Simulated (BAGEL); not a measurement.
# BCl2 (SMILES Cl[B]Cl) at UHF/STO-3G (density fitting with qzvpp-jkfit)

Aim: the vertical ionisation energy of BCl2 at UHF/STO-3G (density fitting with qzvpp-jkfit), from 2 runs. 

Program for the calculation: BAGEL 1.2.2.

3 further runs of the same task are left out: 3 set aside as unsound or not needed. Runs told in other sessions of the task aren't counted.

## Step 1: The structure to begin with

BCl2 has 3 atoms, charge 0, and is taken as a doublet. As SMILES, `Cl[B]Cl`. Geometry: relaxed at PBE0-D4/def2-TZVP.

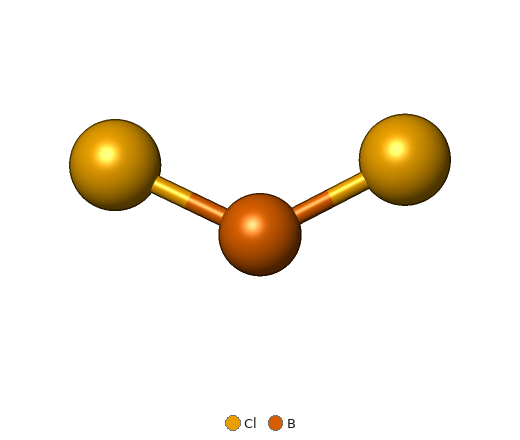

The structure, seen from a chosen angle (chlorine amber, boron orange).

## Step 2: The energy at UHF/STO-3G (density fitting with qzvpp-jkfit)

File calc.json:

```json
{ "bagel": [

{
  "title": "molecule",
  "basis": "sto-3g",
  "df_basis": "qzvpp-jkfit",
  "angstrom": "true",
  "geometry": [
    { "atom": "Cl", "xyz": [       0.371500,      -1.525600,       0.030000 ] },
    { "atom": "B", "xyz": [      -0.463900,      -0.050300,      -0.256900 ] },
    { "atom": "Cl", "xyz": [       0.081500,       1.511100,       0.213700 ] }
  ]
},

{
  "title": "uhf",
  "nopen": 1
},

{
  "title": "print",
  "file": "orbitals.molden",
  "orbitals": "true"
}

]}
```

Launch:

```console
$ BAGEL_NUM_THREADS=1 BAGEL calc.json > calc.out
```

Output:

```text
* using 1 threads per process

  ===============================================================
  ===============================================================

  *** Geometry ***

  { "atom" : "Cl", "xyz" : [      0.702033,     -2.882966,      0.056692 ] },
  { "atom" : "B", "xyz" : [     -0.876644,     -0.095053,     -0.485471 ] },
  { "atom" : "Cl", "xyz" : [      0.154013,      2.855565,      0.403834 ] },

  Number of auxiliary basis functions:      331

  Since a DF basis is specified, we compute 2- and 3-index integrals:
    o Being stored without compression. Storage requirement is 0.001 GB

  Number of basis functions:       23
  Number of electrons      :       39

    * METHOD: MOLECULE                             0.10

  *** Open-shell HF ***

  === Nuclear Repulsion ===
   102.3590784618

      * DIIS with orbital gradients will be used.

  === UHF iteration (sto-3g) ===
      0       -933.44540825          0.03205202           0.02
      1       -933.52041638          0.00895242           0.02
      2       -933.52946576          0.00321083           0.02
      3       -933.53109090          0.00137038           0.02
      4       -933.53186880          0.00011833           0.02
      5       -933.53190506          0.00004129           0.02
      6       -933.53191013          0.00000940           0.02
      7       -933.53191126          0.00000563           0.02
      8       -933.53191163          0.00000110           0.02
      9       -933.53191163          0.00000052           0.02
     10       -933.53191163          0.00000007           0.02
     11       -933.53191163          0.00000002           0.02
     12       -933.53191163          0.00000001           0.02
    * SCF iteration converged.

    * S^2 (UHF) is 0.7537

    * Permanent dipole moment:
           (    0.376883,     0.023581,     0.206765) a.u.

    * METHOD: UHF                                  0.31

    * METHOD: PRINT                                0.00

  ===============================================================
```

It took 0.54 s on 1 thread of Arm Neoverse N1, shared host.

## Step 3: The singlet cation

File calc.json:

```json
{ "bagel" : [

{
  "title" : "molecule",
  "basis" : "sto-3g",
  "df_basis" : "qzvpp-jkfit",
  "angstrom" : "true",
  "geometry" : [
    { "atom" : "Cl", "xyz" : [    0.371500,   -1.525600,    0.030000 ] },
    { "atom" : "B", "xyz" : [   -0.463900,   -0.050300,   -0.256900 ] },
    { "atom" : "Cl", "xyz" : [    0.081500,    1.511100,    0.213700 ] }
  ]
},
{
  "title" : "hf",
  "charge" : 1
},
{
  "title" : "print",
  "file" : "orbitals.molden",
  "orbitals" : "true"
}

]}
```

Launch:

```console
$ BAGEL_NUM_THREADS=1 BAGEL calc.json > calc.out
```

Output:

```text
* using 1 threads per process

  ===============================================================
  ===============================================================

  *** Geometry ***

  { "atom" : "Cl", "xyz" : [      0.702033,     -2.882966,      0.056692 ] },
  { "atom" : "B", "xyz" : [     -0.876644,     -0.095053,     -0.485471 ] },
  { "atom" : "Cl", "xyz" : [      0.154013,      2.855565,      0.403834 ] },

  Number of auxiliary basis functions:      331

  Since a DF basis is specified, we compute 2- and 3-index integrals:
    o Being stored without compression. Storage requirement is 0.001 GB

  Number of basis functions:       23
  Number of electrons      :       39

    * METHOD: MOLECULE                             0.10

  *** RHF ***

  === Nuclear Repulsion ===
   102.3590784618

      * DIIS with orbital gradients will be used.

  === RHF iteration (sto-3g) ===
      0       -933.06236818          0.02709953           0.01
      1       -933.17712194          0.01960909           0.01
      2       -933.23637253          0.00118461           0.01
      3       -933.23681230          0.00016512           0.01
      4       -933.23681969          0.00002645           0.01
      5       -933.23681989          0.00000482           0.01
      6       -933.23681990          0.00000141           0.01
      7       -933.23681990          0.00000023           0.01
      8       -933.23681990          0.00000007           0.01
      9       -933.23681990          0.00000003           0.01
     10       -933.23681990          0.00000001           0.01
    * SCF iteration converged.

    * Permanent dipole moment:
           (    1.148480,     0.071664,     0.630056) a.u.

    * METHOD: HF                                   0.17

    * METHOD: PRINT                                0.00

  ===============================================================
```

It took 0.4 s on 1 thread of Arm Neoverse N1, shared host.

## Step 4: Results

Level: UHF/STO-3G (density fitting with qzvpp-jkfit).

| quantity | value |
| --- | --- |
| doublet BCl2: total energy | -933.53191 Eh |
| doublet BCl2: dipole moment | 1.09 D |
| doublet BCl2: ⟨S²⟩ | 0.754 |
| singlet cation: total energy | -933.23682 Eh |
| singlet cation: HOMO energy | -19.38 eV |
| singlet cation: LUMO energy | -6.78 eV |
| singlet cation: HOMO–LUMO gap | 12.60 eV |
| vertical ionisation energy (to the singlet cation) | 8.030 eV |

**Reading.** Removing an electron at fixed nuclei costs 8.03 eV (185 kcal/mol). In a minimal basis such a difference can be off by several eV, whatever the method.
